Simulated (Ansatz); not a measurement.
# Decaying states in the gap of Na4MgZnSe4

Aim: relax a made-up compound, Na4MgZnSe4, and see how good a tunnel barrier it would be. It is built by putting Mg for part of the Zn in the Na2ZnSe2 structure of space group Ibam, with the volume rescaled by atomic radii. The parent structure comes from the Materials Project.

Method: LDA DFT, plane waves, PAW files, in the first sound run; inputs show where later runs differ, in Ansatz 0.2.0.

The structure was built from a prototype and need not be the compound's stable phase.

### 1. The structure

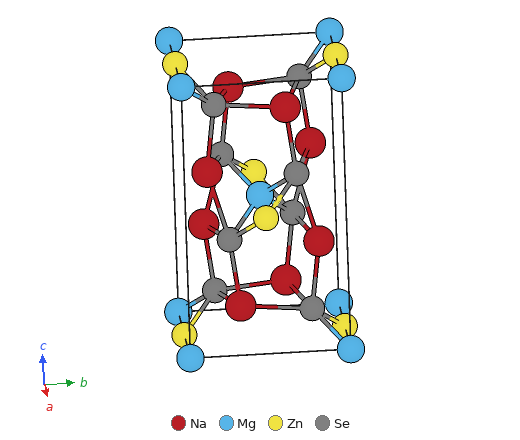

Start, viewed slightly off an axis; sodium red, magnesium blue, zinc yellow, selenium grey. This picture shows the conventional cell, with its axes. Bonds to atoms that aren't drawn are left out. Some periodic images of atoms are drawn too.

### 2. Relaxing the new crystal

The substituted atoms don't fit the parent's cell, so cell and atoms relax together. A small smearing keeps the run stable in case the gap closes on the way.

File input.yaml:

```yaml
crystal:
  lattice:
    - [-3.3285125467, 5.9036534081, 3.0659668815]
    - [3.3285125467, -5.9036534081, 3.0659668815]
    - [3.3285125467, 5.9036534081, -3.0659668815]
  atoms:
    - { symbol: Na, position: [0.13868973, 0.34060662, 0.47929635] }
    - { symbol: Na, position: [0.86131027, 0.65939338, 0.52070365] }
    - { symbol: Na, position: [0.36131027, 0.84060662, 0.20191689] }
    - { symbol: Na, position: [0.63868973, 0.15939338, 0.79808311] }
    - { symbol: Mg, position: [0.25, 0.25, 0.0] }
    - { symbol: Zn, position: [0.75, 0.75, 0.0] }
    - { symbol: Se, position: [0.61471835, 0.71522759, 0.32994594] }
    - { symbol: Se, position: [0.38528165, 0.28477241, 0.67005406] }
    - { symbol: Se, position: [0.88528165, 0.21522759, 0.10050924] }
    - { symbol: Se, position: [0.11471835, 0.78477241, 0.89949076] }
kpoints:
  mp_grid: { grid: [6, 6, 6] }
scf:
  occupations: { method: gaussian, width: 0.03 }
hamiltonian:
  xc: lda
output:
  forces: true
  stress: true
relax:
  f_tol: 0.02
  max_steps: 60
  cell: {}
```

Launch:

```
$ ansatz run input.yaml --threads 2 --pin off --max-ram 4096MiB --backend cpu --events-out ev --progress --plain --runs-dir out
```

Numbers of over 12 decimals in the logs are rounded to 6 here.

What it wrote:

```text
Engine: ansatz 0.2.0, aarch64-unknown-linux-gnu
Pseudopotentials: kind: paw
Pseudopotential: Na, paw, valence charge 9, recommended cutoff 420 eV (normal), Na.paw.azcp
Pseudopotential: Mg, paw, valence charge 10, recommended cutoff 420 eV (normal), Mg.paw.azcp
Pseudopotential: Zn, paw, valence charge 12, recommended cutoff 420 eV (normal), Zn.paw.azcp
Pseudopotential: Se, paw, valence charge 16, recommended cutoff 420 eV (normal), Se.paw.azcp
Functional definition: SPW92
  exchange = slater_x
  correlation = pw_c
Crystal: 10 atoms, lattice volume = 240.990 Å³
Basis set: ecut = 420 eV, 4707 PW (Γ)
Bands: 74, of which v1, the nominal top of the filled ones, is band 61 counted from 1 (60 counted from 0)
Symmetry: 4 space group operations
Space group: I222 (ITA 23), of the structure as read, at distance tolerance 6.2e-5 Å
k-points: 46 of 216 (time reversal used)
Non-local potential: Na, projectors of the file, l = 0: 3, l = 1: 2, l = 2: 1
Non-local potential: Mg, projectors of the file, l = 0: 3, l = 1: 2, l = 2: 1
Non-local potential: Zn, projectors of the file, l = 0: 2, l = 1: 2, l = 2: 3, l = 3: 1
Non-local potential: Se, projectors of the file, l = 0: 2, l = 1: 2, l = 2: 3, l = 3: 1
PAW form: soft (Blöchl's): semilocal exchange-correlation on the pseudo side does not see the compensation charge
PAW frozen core: Na, regenerated for the run's functional, and the local potential with it (the file was generated under x = pbe(κ = 0.804, μ = 0.219515), c = pbe(β = 0.066725))
PAW frozen core: Mg, regenerated for the run's functional, and the local potential with it (the file was generated under x = pbe(κ = 0.804, μ = 0.219515), c = pbe(β = 0.066725))
PAW frozen core: Zn, regenerated for the run's functional, and the local potential with it (the file was generated under x = pbe(κ = 0.804, μ = 0.219515), c = pbe(β = 0.066725))
PAW frozen core: Se, regenerated for the run's functional, and the local potential with it (the file was generated under x = pbe(κ = 0.804, μ = 0.219515), c = pbe(β = 0.066725))
PAW one-centre angular grid: Na, 110 points (default); XC on 64 Gauss nodes
PAW one-centre angular grid: Mg, 110 points (default); XC on 64 Gauss nodes
PAW one-centre angular grid: Zn, 590 points (default); XC on 64 Gauss nodes
PAW one-centre angular grid: Se, 590 points (default); XC on 64 Gauss nodes
Initial density: superposition of atomic densities (neutral atoms: chi_scale 0, normalization atom), corrected by the library's trained network
Initial wavefunctions: pseudopotential atomic-orbital guess
Functional: x = slater, c = lda
SCF iter   1: F=—  HF=-32557.516668 eV  |F-HF|=—  |Δ(HF+E_count)|=         —  Δρ=6.07e-3  dr2=4.57e-2  ethr=1.77e-3  ⟨swp⟩=6.3  Hψ=12430  notcnv=0  defer=33
preconditioner: auto → Resta (q_TF=auto, 2.436 Å⁻¹)  ε∞=3.4  [insulator: Δε(μ)=1.858 eV  Ē_g=10.077 eV  σ=0.030 eV  W_gap=1.00  n_scr=60 (ndim 8)  ℏωp=15.5 eV  f_vac=0.135  D(μ)=0.00/eV (n_scr^D=0)  ε∞_Penn≈3.4]
SCF iter   2: F=—  HF=-32557.493550 eV  |F-HF|=—  |Δ(HF+E_count)|=   2.31e-2  Δρ=2.36e-3  dr2=9.86e-3  ethr=3.75e-5  ⟨swp⟩=2.0  Hψ=7030  notcnv=0  defer=330
SCF iter   3: F=—  HF=-32557.491479 eV  |F-HF|=—  |Δ(HF+E_count)|=   2.07e-3  Δρ=9.70e-4  dr2=1.74e-3  ethr=8.08e-6  ⟨swp⟩=2.0  Hψ=5836  notcnv=0  defer=330
SCF iter   4: F=—  HF=-32557.491404 eV  |F-HF|=—  |Δ(HF+E_count)|=   7.54e-5  Δρ=5.48e-4  dr2=5.03e-4  ethr=1.42e-6  ⟨swp⟩=2.0  Hψ=3847  notcnv=0  defer=330
SCF iter   5: F=—  HF=-32557.491152 eV  |F-HF|=—  |Δ(HF+E_count)|=   2.51e-4  Δρ=8.62e-5  dr2=2.40e-5  ethr=4.12e-7  ⟨swp⟩=2.0  Hψ=3846  notcnv=0  defer=330
SCF iter   6: F=—  HF=-32557.491083 eV  |F-HF|=—  |Δ(HF+E_count)|=   6.98e-5  Δρ=3.25e-5  dr2=2.26e-6  ethr=1.97e-8  ⟨swp⟩=2.0  Hψ=4158  notcnv=0  defer=330
SCF iter   7: F=—  HF=-32557.491083 eV  |F-HF|=—  |Δ(HF+E_count)|=   6.50e-7  Δρ=7.07e-6  dr2=1.08e-7  ethr=1.85e-9  ⟨swp⟩=2.0  Hψ=5650  notcnv=0  defer=330
SCF iter   8: F=-32557.491083 eV  HF=-32557.491083 eV  |F-HF|=2.84e-9  |Δ(HF+E_count)|=   6.86e-8  Δρ=2.28e-6  dr2=1.07e-8  ethr=8.20e-11  ⟨swp⟩=4.0  Hψ=11702  notcnv=0
SCF 1 converged in 8 iterations: F = -32557.491083 eV  dr2 = 1.07e-8
  greatest PAW one-centre occupation: 1.000 electrons in one spin orbital (limit 2), on the Mg atom at site 4 (counted from 0), in its partial waves of l = 1
relax step   1: F+E_penalty+E_count = -32557.49108325 eV  Δ(F+E_penalty+E_count) = +0.000e0 eV  max|allowed force component| = 3.656e-1 eV/Å  Δτ_max = 0.0000 Å  P = -1.481 GPa  Ω = 240.990 Å³  (8 SCF iters, dr2 threshold 1.00e-7 eV, accepted)
Crystal: 10 atoms, lattice volume = 231.713 Å³
Basis set: ecut = 420 eV, 4487 PW (Γ)
Initial density: handed on by an earlier stage of this run
Initial wavefunctions: those handed on with the density
iter 1 solved again at ethr=3.35e-5 eV; its pass at ethr=3.10e-3 eV (dr2=4.08e-2 eV) is discarded
SCF iter   1: F=—  HF=-32557.635704 eV  |F-HF|=—  |Δ(HF+E_count)|=         —  Δρ=5.18e-3  dr2=4.11e-2  ethr=3.35e-5  ⟨swp⟩=3.0  Hψ=14472  notcnv=0
preconditioner: auto → Resta (q_TF=auto, 2.452 Å⁻¹)  ε∞=3.4  [insulator: Δε(μ)=1.938 eV  Ē_g=10.203 eV  σ=0.030 eV  W_gap=1.00  n_scr=60 (ndim 8)  ℏωp=15.8 eV  f_vac=0.098  D(μ)=0.00/eV (n_scr^D=0)  ε∞_Penn≈3.4]
SCF iter   2: F=—  HF=-32557.621961 eV  |F-HF|=—  |Δ(HF+E_count)|=   1.37e-2  Δρ=2.49e-3  dr2=9.50e-3  ethr=3.35e-5  ⟨swp⟩=2.1  Hψ=4339  notcnv=0
SCF iter   3: F=—  HF=-32557.618480 eV  |F-HF|=—  |Δ(HF+E_count)|=   3.48e-3  Δρ=5.91e-4  dr2=5.96e-4  ethr=7.79e-6  ⟨swp⟩=2.8  Hψ=5786  notcnv=0
SCF iter   4: F=—  HF=-32557.618265 eV  |F-HF|=—  |Δ(HF+E_count)|=   2.15e-4  Δρ=3.85e-4  dr2=2.50e-4  ethr=4.89e-7  ⟨swp⟩=2.5  Hψ=6031  notcnv=0
SCF iter   5: F=—  HF=-32557.618167 eV  |F-HF|=—  |Δ(HF+E_count)|=   9.80e-5  Δρ=1.38e-4  dr2=4.00e-5  ethr=2.05e-7  ⟨swp⟩=2.0  Hψ=4067  notcnv=0
SCF iter   6: F=—  HF=-32557.618152 eV  |F-HF|=—  |Δ(HF+E_count)|=   1.53e-5  Δρ=4.58e-5  dr2=5.03e-6  ethr=3.28e-8  ⟨swp⟩=2.0  Hψ=5980  notcnv=0
SCF iter   7: F=-32557.618151 eV  HF=-32557.618151 eV  |F-HF|=5.58e-9  |Δ(HF+E_count)|=   9.51e-7  Δρ=8.54e-6  dr2=2.56e-7  ethr=8.20e-10  ⟨swp⟩=4.0  Hψ=10760  notcnv=0
SCF 2 converged in 7 iterations: F = -32557.618151 eV  dr2 = 2.56e-7
relax step   2: F+E_penalty+E_count = -32557.61815087 eV  Δ(F+E_penalty+E_count) = -1.271e-1 eV  max|allowed force component| = 7.235e-2 eV/Å  Δτ_max = 0.0588 Å  P = -0.470 GPa  Ω = 231.713 Å³  energy of the carried Pulay correction = +1.029e-3 eV  (7 SCF iters, dr2 threshold 1.00e-6 eV, accepted)
Crystal: 10 atoms, lattice volume = 226.947 Å³
Basis set: ecut = 420 eV, 4419 PW (Γ)
iter 1 solved again at ethr=3.23e-5 eV; its pass at ethr=3.10e-3 eV (dr2=3.94e-2 eV) is discarded
SCF iter   1: F=—  HF=-32557.658541 eV  |F-HF|=—  |Δ(HF+E_count)|=         —  Δρ=4.41e-3  dr2=3.97e-2  ethr=3.23e-5  ⟨swp⟩=3.1  Hψ=14530  notcnv=0
preconditioner: auto → Resta (q_TF=auto, 2.460 Å⁻¹)  ε∞=3.4  [insulator: Δε(μ)=1.994 eV  Ē_g=10.298 eV  σ=0.030 eV  W_gap=1.00  n_scr=60 (ndim 8)  ℏωp=16.0 eV  f_vac=0.091  D(μ)=0.00/eV (n_scr^D=0)  ε∞_Penn≈3.4]
SCF iter   2: F=—  HF=-32557.645785 eV  |F-HF|=—  |Δ(HF+E_count)|=   1.28e-2  Δρ=2.33e-3  dr2=1.13e-2  ethr=3.23e-5  ⟨swp⟩=2.0  Hψ=4002  notcnv=0
SCF iter   3: F=—  HF=-32557.641003 eV  |F-HF|=—  |Δ(HF+E_count)|=   4.78e-3  Δρ=3.20e-4  dr2=1.92e-4  ethr=9.30e-6  ⟨swp⟩=2.0  Hψ=5520  notcnv=0
SCF iter   4: F=—  HF=-32557.640920 eV  |F-HF|=—  |Δ(HF+E_count)|=   8.33e-5  Δρ=2.95e-4  dr2=1.27e-4  ethr=1.58e-7  ⟨swp⟩=3.0  Hψ=6153  notcnv=0
SCF iter   5: F=—  HF=-32557.640856 eV  |F-HF|=—  |Δ(HF+E_count)|=   6.37e-5  Δρ=5.95e-5  dr2=9.41e-6  ethr=1.04e-7  ⟨swp⟩=2.0  Hψ=4176  notcnv=0
SCF iter   6: F=-32557.640856 eV  HF=-32557.640857 eV  |F-HF|=3.69e-7  |Δ(HF+E_count)|=   1.38e-7  Δρ=2.03e-5  dr2=9.91e-7  ethr=8.20e-10  ⟨swp⟩=3.0  Hψ=15178  notcnv=0
SCF 3 converged in 6 iterations: F = -32557.640856 eV  dr2 = 9.91e-7
relax step   3: F+E_penalty+E_count = -32557.64085624 eV  Δ(F+E_penalty+E_count) = -2.271e-2 eV  max|allowed force component| = 1.338e-2 eV/Å  Δτ_max = 0.0570 Å  P = +0.235 GPa  Ω = 226.947 Å³  energy of the carried Pulay correction = +1.574e-3 eV  (6 SCF iters, dr2 threshold 1.00e-6 eV, accepted)
[...]
relax step   4: F+E_penalty+E_count = -32557.64507360 eV  Δ(F+E_penalty+E_count) = -4.217e-3 eV  max|allowed force component| = 2.629e-2 eV/Å  Δτ_max = 0.0386 Å  P = -0.040 GPa  Ω = 229.118 Å³  energy of the carried Pulay correction = +1.325e-3 eV  (7 SCF iters, dr2 threshold 4.67e-7 eV, accepted)
[...]
relax step   5: F+E_penalty+E_count = -32557.64626709 eV  Δ(F+E_penalty+E_count) = -1.193e-3 eV  max|allowed force component| = 7.056e-3 eV/Å  Δτ_max = 0.0171 Å  P = -0.015 GPa  Ω = 229.062 Å³  energy of the carried Pulay correction = +1.331e-3 eV  (7 SCF iters, dr2 threshold 4.32e-8 eV, accepted)
Initial wavefunctions: pseudopotential atomic-orbital guess (no wavefunctions were taken with the density)
iter 1 solved again at ethr=1.59e-7 eV; its pass at ethr=3.10e-3 eV (dr2=1.95e-4 eV) is discarded
SCF iter   1: F=—  HF=-32557.644864 eV  |F-HF|=—  |Δ(HF+E_count)|=         —  Δρ=1.99e-4  dr2=2.52e-6  ethr=1.59e-7  ⟨swp⟩=3.1  Hψ=21707  notcnv=0
preconditioner: auto → Resta (q_TF=auto, 2.456 Å⁻¹)  ε∞=3.4  [insulator: Δε(μ)=1.950 eV  Ē_g=10.259 eV  σ=0.030 eV  W_gap=1.00  n_scr=60 (ndim 8)  ℏωp=15.9 eV  f_vac=0.101  D(μ)=0.00/eV (n_scr^D=0)  ε∞_Penn≈3.4]
SCF iter   2: F=—  HF=-32557.644930 eV  |F-HF|=—  |Δ(HF+E_count)|=   6.65e-5  Δρ=1.03e-4  dr2=1.33e-6  ethr=2.06e-9  ⟨swp⟩=2.0  Hψ=5589  notcnv=0
SCF iter   3: F=—  HF=-32557.644960 eV  |F-HF|=—  |Δ(HF+E_count)|=   3.02e-5  Δρ=2.73e-5  dr2=1.67e-7  ethr=1.09e-9  ⟨swp⟩=2.0  Hψ=4174  notcnv=0
SCF iter   4: F=—  HF=-32557.644962 eV  |F-HF|=—  |Δ(HF+E_count)|=   1.79e-6  Δρ=6.02e-6  dr2=1.28e-8  ethr=1.37e-10  ⟨swp⟩=2.0  Hψ=4180  notcnv=0
SCF iter   5: F=—  HF=-32557.644962 eV  |F-HF|=—  |Δ(HF+E_count)|=   8.33e-8  Δρ=9.47e-7  dr2=5.60e-10  ethr=1.05e-11  ⟨swp⟩=2.0  Hψ=4057  notcnv=0
SCF iter   6: F=-32557.644962 eV  HF=-32557.644962 eV  |F-HF|=2.15e-10  |Δ(HF+E_count)|=   1.26e-9  Δρ=3.51e-7  dr2=6.40e-11  ethr=1.00e-12  ⟨swp⟩=5.0  Hψ=11965  notcnv=0
SCF 6 converged in 6 iterations: F = -32557.644962 eV  dr2 = 6.40e-11
relax step   6: F+E_penalty+E_count = -32557.64496212 eV  Δ(F+E_penalty+E_count) = +1.305e-3 eV  max|allowed force component| = 6.866e-3 eV/Å  Δτ_max = 0.0000 Å  P = -0.015 GPa  Ω = 229.062 Å³  stress off target by 2.23e-2 GPa  SCF on the basis re-selected at this cell (its energy is not comparable with the rows above)  (6 SCF iters)
basis re-selected at this cell: Δ(F+E_penalty+E_count) = +1.305e-3 eV, ΔP = +0.000 GPa vs the last step (what re-selecting the basis moved, of the pressure what is left beyond the Pulay correction that the steps carried, after the strain that the cell walked since its last selection, with what the two solves' SCF thresholds leave and, on support functions, any second-order correction that the steps lacked; it is no m [...]
SCF converged after 6 iterations
Free energy (F): -32557.644962 eV
Harris-Foulkes:  -32557.644962 eV  (|F-HF|=2.15e-10)
Internal energy: -32557.644962 eV  (E = F + TS)
E sigma→0 (E₀):  -32557.644962 eV
Fermi energy:    5.614357 eV
--- Per-component energies (eV) ---
  E_band       = -2814.561021
  E_kinetic    = 1175.896934
  E_local      = -19343.389251  (includes V_loc(G=0)·N_el)
  E_nonlocal   = -1179.676085
  E_hartree    = 8476.299803
  E_xc         = -736.521346
  E_vxc        = -690.352131  (∫ρ·V_xc dr)
  E_paw        = -10311.747028  (= ΣΔE_a)
  E_vpaw       = 270.362627  (= ΣTr[D̂ρ^β])
  E_aug_tail   = -0.002799  (compensation charges beyond the density's cutoff)
  E_ewald      = -10649.645819
  E_core_change = 11.140630  (= ΣΔE_core)
  E_smearing   = -0.000000  (= −TS)
  E_closure    = -0.000000  (closes the sum)
  Σ components = -32557.644962   (vs F -32557.644962, Δ=0.00e0)
--- Forces (eV/Å), atoms counted from 1 ---
  atom   1  Na    -0.00133713    -0.00159583     0.00020976
  atom   2  Na     0.00133713     0.00159583     0.00020976
  atom   3  Na    -0.00133713     0.00159583    -0.00020976
  atom   4  Na     0.00133713    -0.00159583    -0.00020976
  atom   5  Mg     0.00000000     0.00000000     0.00000000
  atom   6  Zn     0.00000000     0.00000000     0.00000000
  atom   7  Se    -0.00686577    -0.00142925     0.00076651
  atom   8  Se     0.00686577     0.00142925     0.00076651
  atom   9  Se    -0.00686577     0.00142925    -0.00076651
  atom  10  Se     0.00686577    -0.00142925    -0.00076651
  max |Σ_I F_I| component: 8.67e-19 eV/Å
--- Stress (GPa, compression-positive) ---
       -0.022284       0.000000       0.000000
        0.000000      -0.012408       0.000000
        0.000000       0.000000      -0.009697
  P = ⅓ Tr σ = -0.0148 GPa (-0.148 kbar)
--- Relaxed structure (5 steps of the walk, 5 accepted, 1 SCFs on fresh bases) ---
  F+E_penalty+E_count = -32557.64496212 eV   max|allowed force component| = 6.866e-3 eV/Å   (the final SCF, on the basis selected at the relaxed cell)
  cell:  # Å, volume = 229.0624 Å³
    - [-3.362856, 5.651135, 3.013352]
    - [3.362856, -5.651135, 3.013352]
    - [3.362856, 5.651135, -3.013352]
  atoms:
    - { symbol: Na, position: [0.128596, 0.343129, 0.492194] }
    - { symbol: Na, position: [0.850935, 0.636401, 0.507806] }
    - { symbol: Na, position: [0.371404, 0.863599, 0.214534] }
    - { symbol: Na, position: [0.649065, 0.156871, 0.785466] }
    - { symbol: Mg, position: [0.250000, 0.250000, 0] }
    - { symbol: Zn, position: [0.750000, 0.750000, 0] }
    - { symbol: Se, position: [0.624938, 0.730914, 0.337045] }
    - { symbol: Se, position: [0.393869, 0.287892, 0.662955] }
    - { symbol: Se, position: [0.875062, 0.212108, 0.105977] }
    - { symbol: Se, position: [0.106131, 0.769086, 0.894023] }
```

The job ended after 3.4 min (2 threads of Arm Neoverse V1, shared host; peak memory 0.89 GiB).

Step by step:

```
step  energy less that of the first step (eV)  largest force component (eV/Å)  pressure (GPa)  volume (Å³)
   1                                   0.0000                          0.3656           -1.48       240.99
   2                                  -0.1271                          0.0723           -0.47       231.71
   3                                  -0.1498                          0.0134            0.24       226.95
   4                                  -0.1540                          0.0263           -0.04       229.12
   5                                  -0.1552                          0.0071           -0.02       229.06
  6*                                  -0.1539                          0.0069           -0.01       229.06
```

Relaxation steps marked * repeat the geometry before them on a plane-wave basis chosen anew for their cell, so energy and pressure can jump there.

Forces are held to the 4 operations that the run works with; a distortion that breaks them can't arise in this run.

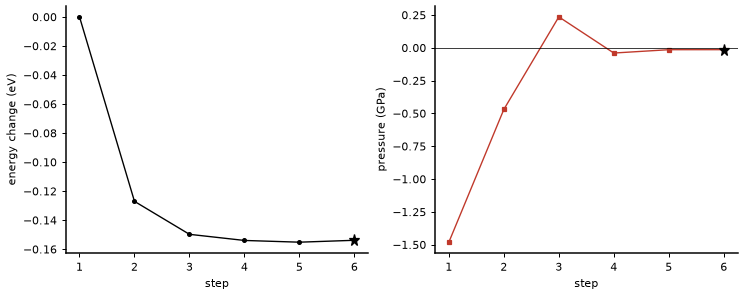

Energy and pressure along the relaxation. Stars mark steps on a basis chosen anew.

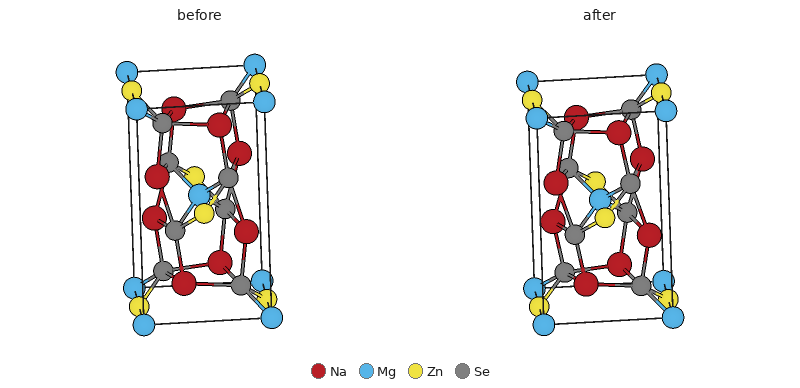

Before and after, at one scale. Bonds to atoms that aren't drawn are left out.

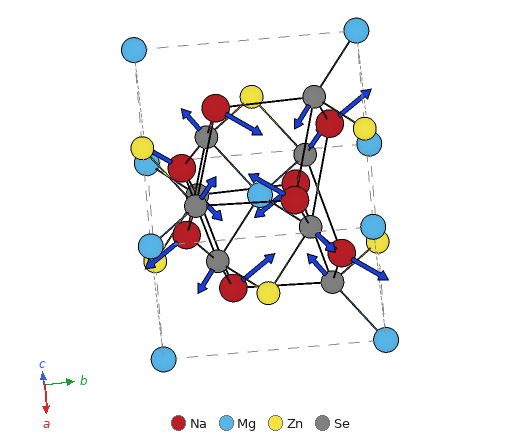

Displacements in the relaxation, exaggerated, measured against the changing cell; the longest in the cell stands for 0.11 Å. Bonds to atoms that aren't drawn are left out. Some periodic images of atoms are drawn too.

```
conventional cell, symmetrised  before   after  change
                         a (Å)   6.132   6.027  -1.7 %
                         b (Å)   6.657   6.726  +1.0 %
                         c (Å)  11.807  11.302  -4.3 %
              volume (Å³/atom)   24.10   22.91  -4.9 %
```

The atoms that moved most (Å, as changes of fractional coordinates times the final cell):

```
atom      dx      dy      dz  length
 Na3   0.086  -0.002   0.062   0.106
 Na2  -0.086  -0.002  -0.062   0.106
 Na1   0.086   0.002  -0.062   0.106
 Na4  -0.086   0.002   0.062   0.106
 Se9   0.042  -0.009  -0.057   0.071
 Se8  -0.042  -0.009   0.057   0.071
 Se7   0.042   0.009   0.057   0.071
Se10  -0.042   0.009  -0.057   0.071
```

Numbers from this step:

```
free energy  : -32557.6450 eV
Fermi energy : 5.614 eV
pressure     : -0.01480 GPa
```

The largest force component on a free atom ends at 0.0069 eV/Å.

[end of part 1 of 2]

[Logs are printed without paths, hosts, clocks, repeated set-up lines and the standing remarks that a program may print on its own settings, such as how far it seeks lower states.]

[Hosts, paths, dates, database ids (printed as entryN), source tags and the programs' standing remarks are cut or masked in the printed files.]
